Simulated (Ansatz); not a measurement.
**SiH₄···PH₃: density, localisation and related maps**

```xyz
9

Si    0.3004   -0.0262   -0.1131
H     0.3686   -0.0390    1.3557
H     1.6578    0.1625   -0.6993
H    -0.5866    1.0854   -0.5494
H    -0.2553   -1.3253   -0.5798
P    -2.7650    0.2422    1.3164
H    -2.7157   -0.7826    0.3327
H    -3.3785   -0.6092    2.2815
H    -1.4501   -0.0199    1.7886
```

Not at a stationary point (largest force 0.6 eV/Å).

Computed with RKS PBE0-D4/6-31G* in Ansatz.

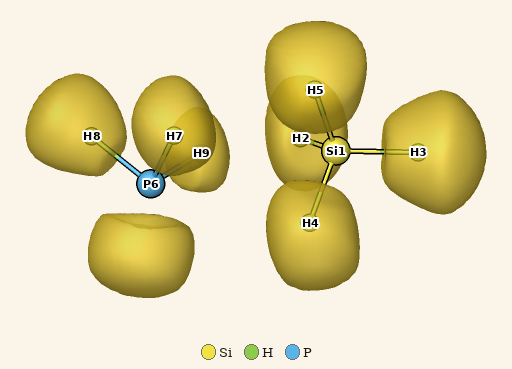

Figure 1. Isosurface of the ELF at 0.9 (yellow), seen from one side. Core shells and regions of very low density are left out.

Question: Identify the bonds, lone pairs and shells in this picture.

Answer: The surface consists of seven regions around hydrogen nuclei and one lobe on P, pointing away from the bonds (lone pairs). Along the contacts the grid gives the following. Si1···H9 (2.58 Å): the ELF dips to about 0.10 between them. P–H (1.42 Å): the ELF climbs to about 1 towards the hydrogen, as it does in any bond to H.

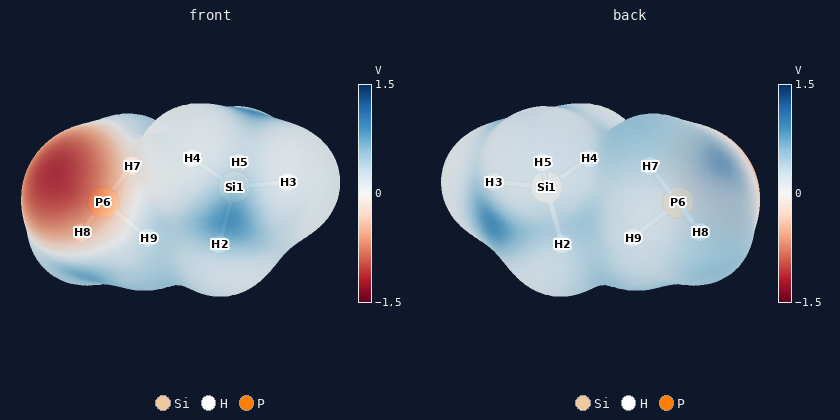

Figure 2. The electrostatic potential painted on the density surface at 0.002 e/bohr³, seen from the front and from behind; the colour scale runs from red (negative) to blue (positive).

Question: Which sites attract a positive test charge, and which a negative one?

Answer: A positive charge is drawn to the negative regions and a negative charge to the positive ones. The most negative region (about −1.1 V, or −25 kcal/mol for a unit charge) lies over P6, the most positive (about +0.9 V, or +21 kcal/mol for a unit charge) over Si1.

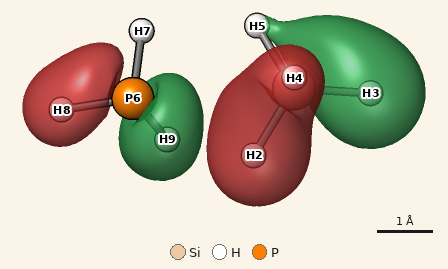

Figure 3. The HOMO−1 at ±0.1 Å⁻³ᐟ² (green and red are the two phases), seen at a tilt.

Question: Where does this orbital lie, and at what energy?

Answer: By Hirshfeld shares it lies mainly on Si1 (about 30 %), H3 (about 20 %), P6 (about 15 %), H2 (about 15 %) and H9 (about 5 %). Its energy is −9.54 eV.
